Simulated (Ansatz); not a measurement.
A series of calculations on C2H7NO2Se

### Relaxation

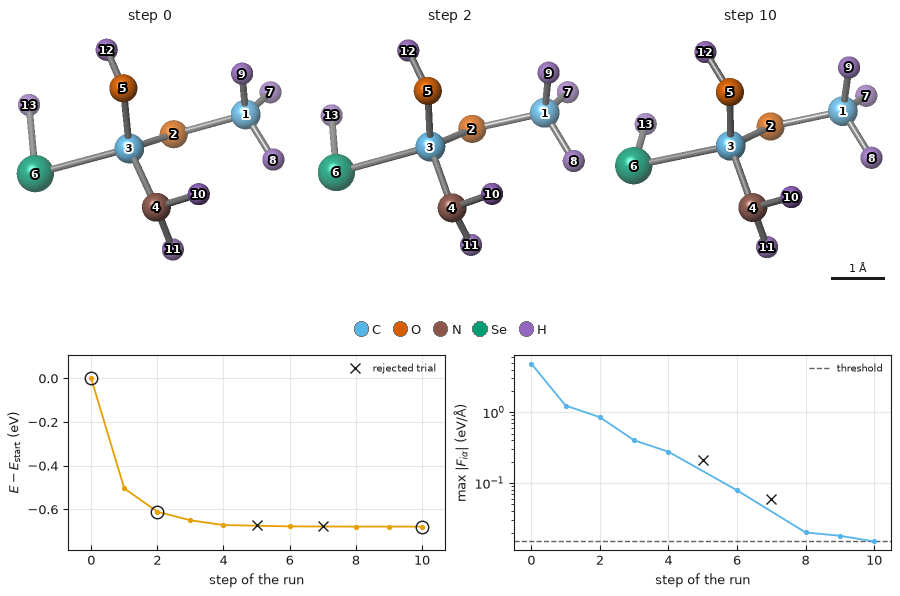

Frames of a relaxation of C₂H₇NO₂Se, marked on the history of the run. A ball-and-stick model, seen at a tilt.

The run prepares an end point of a later path (inversion) calculation, from a guessed geometry.

Level of theory: Ansatz 0.2.0, RKS B3LYP-D4/def2-SVP. Set-up: no spin polarisation; force threshold 0.015 eV/Å; at most 40 steps.

What happens along the run?

After 8 accepted moves (10 points after the start) the energy has fallen by 0.679 eV. Largest force component: 4.9 eV/Å at the start, 0.015 eV/Å at the end. The line search rejected the trial steps at points 5, 7 of the run. The atom that moves furthest after the best rigid fit is H13 (0.60 Å). Largest moves by element: H 0.60 Å, O 0.25 Å, Se 0.15 Å, C 0.13 Å, N 0.10 Å. Some distances before and after: N4–H11 1.123 → 1.016 Å, Se6–H13 1.564 → 1.475 Å, C3–N4 1.508 → 1.420 Å, C3–Se6 1.946 → 2.016 Å. Among the angles between lasting bonds that change: C3–N4–H11 103.8° → 112.3°, O2–C3–Se6 109.8° → 103.6°, H10–N4–H11 107.3° → 112.0°. Groups turn about C3–Se6 by about 30°. From step 0 to 2: H13 moves most (0.29 Å), energy −0.610 eV. From step 2 to 10: H13 moves most (0.35 Å), energy −0.068 eV.

### Relaxation

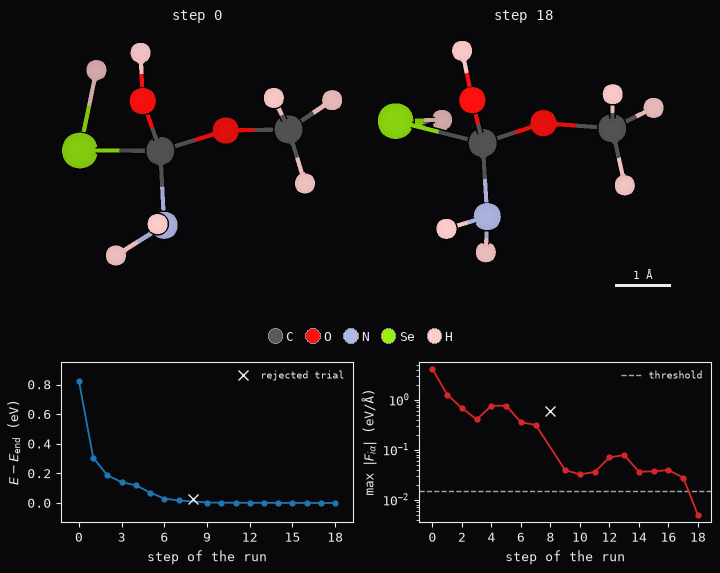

First and last geometry of a relaxation of C₂H₇NO₂Se, with the history of the run. A ball-and-stick model, seen at a tilt.

The run prepares an end point of a later path (inversion) calculation, from a guessed geometry.

The calculation used RKS B3LYP-D4/def2-SVP in Ansatz. Settings: no spin polarisation; force threshold 0.015 eV/Å; at most 40 steps.

> Read the history and describe the run.

It converged. The energy falls by 0.822 eV in 17 accepted moves (18 points after the start). The largest force component goes from 4.1 to 0.0049 eV/Å. The line search rejected the trial step at point 8 of the run. The largest move after the best rigid fit is that of an H atom, 1.09 Å. By element the largest moves are H 1.09 Å, Se 0.63 Å, O 0.34 Å, C 0.31 Å, N 0.18 Å. Some distances before and after: C–Se 1.946 → 2.074 Å, H–N 1.123 → 1.017 Å, H–Se 1.564 → 1.473 Å, C–N 1.508 → 1.416 Å. Bond angles that change, for instance: C–N–H 103.8° → 111.3°, O–C–Se 109.8° → 102.9°, N–C–Se 108.7° → 114.8°. Groups turn about C–Se by about 70°, C–N by about 55°.

### Path

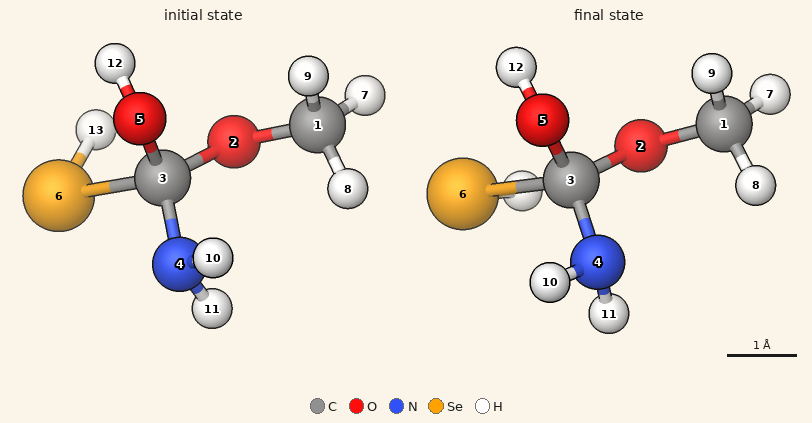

The two relaxed end points of a path for C₂H₇NO₂Se. A ball-and-stick model, seen at a tilt.

Method: RKS B3LYP-D4/def2-SVP (Ansatz).

Input
```yaml
crystal:
  periodic: [false, false, false]
  atoms:
    - { symbol: C, position_ang: [-0.011876, -1.357521, -0.946711] }
    - { symbol: O, position_ang: [-0.684702, -0.182052, -0.530794] }
    - { symbol: C, position_ang: [0.035279, 0.638979, 0.366652] }
    - { symbol: "N", position_ang: [0.389283, 0.055228, 1.611821] }
    - { symbol: O, position_ang: [1.22166, 1.08389, -0.197766] }
    - { symbol: Se, position_ang: [-1.242595, 2.148551, 0.757781] }
    - { symbol: H, position_ang: [-0.678567, -1.86995, -1.653137] }
    - { symbol: H, position_ang: [0.1927, -2.034861, -0.097616] }
    - { symbol: H, position_ang: [0.943773, -1.126655, -1.447038] }
    - { symbol: H, position_ang: [1.263358, -0.463756, 1.557491] }
    - { symbol: H, position_ang: [-0.361972, -0.506153, 2.001725] }
    - { symbol: H, position_ang: [0.996483, 1.653751, -0.945926] }
    - { symbol: H, position_ang: [-2.042523, 1.925847, -0.46168] }
basis:
  gaussian: { orbitals: def2-SVP }
hamiltonian:
  xc: b3lyp
  dispersion: d4
neb:
  order_check: false
  images: 7
  f_tol: 0.03
  max_iterations: 32
  initial_path: idpp
  final_atoms:
    - { symbol: C, position_ang: [-0.03741985, -1.39441988, -1.07312402] }
    - { symbol: O, position_ang: [-0.63621731, -0.18396599, -0.6142847] }
    - { symbol: C, position_ang: [0.12428368, 0.54690935, 0.29000355] }
    - { symbol: "N", position_ang: [0.40289767, -0.19727555, 1.46235182] }
    - { symbol: O, position_ang: [1.34652196, 0.96894504, -0.21002327] }
    - { symbol: Se, position_ang: [-1.02196314, 2.24846284, 0.59094822] }
    - { symbol: H, position_ang: [-0.72877612, -1.81478897, -1.81545398] }
    - { symbol: H, position_ang: [0.11076825, -2.10858036, -0.24840382] }
    - { symbol: H, position_ang: [0.93841354, -1.19881116, -1.54657562] }
    - { symbol: H, position_ang: [1.06207341, 0.28915229, 2.06538877] }
    - { symbol: H, position_ang: [-0.44744088, -0.40342582, 1.97993343] }
    - { symbol: H, position_ang: [1.16033101, 1.58231228, -0.93556503] }
    - { symbol: H, position_ang: [-2.25317122, 1.63078394, 0.06960666] }
```

Command:
```bash
ansatz run input.yaml --threads 2 --pin off --max-ram 3072MiB --backend cpu --events-out ev --progress --plain --runs-dir out
```

Question: Predict the minimum-energy path and its barrier.

Answer: The highest point, image 3, lies 0.049 eV above the start and 0.122 eV above the end; the end is at −0.073 eV relative to the start. The motion is an umbrella inversion at N4. No bond forms or breaks between the ends. Bond angles that change up to the highest image, for instance: H10–N4–H11 112.0° → 120.3°, C3–N4–H11 112.3° → 119.7°. The band converged in 12 iterations. The largest component of the band force went from 0.66 to 0.022 eV/Å. The climbing image converged on the top of the path. Its vibrational analysis gives one imaginary mode (472i cm⁻¹), as a transition state must have.

Energies of the converged images:

```
image  path (Å)  E (eV)
    0      0.00   0.000
    1      0.23   0.002
    2      0.46   0.019
    3      0.70   0.049
    4      0.98  -0.015
    5      1.26  -0.063
    6      1.54  -0.069
    7      1.82  -0.071
    8      2.10  -0.073
```

The geometry at the top of the path:

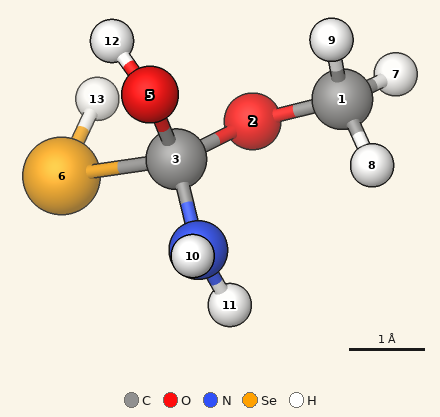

The run took 7.8 min on 2 threads of Intel(R) Xeon(R) CPU @ 2.80GHz (Skylake/Cascade Lake), on a shared host, peak memory 0.45 GiB.
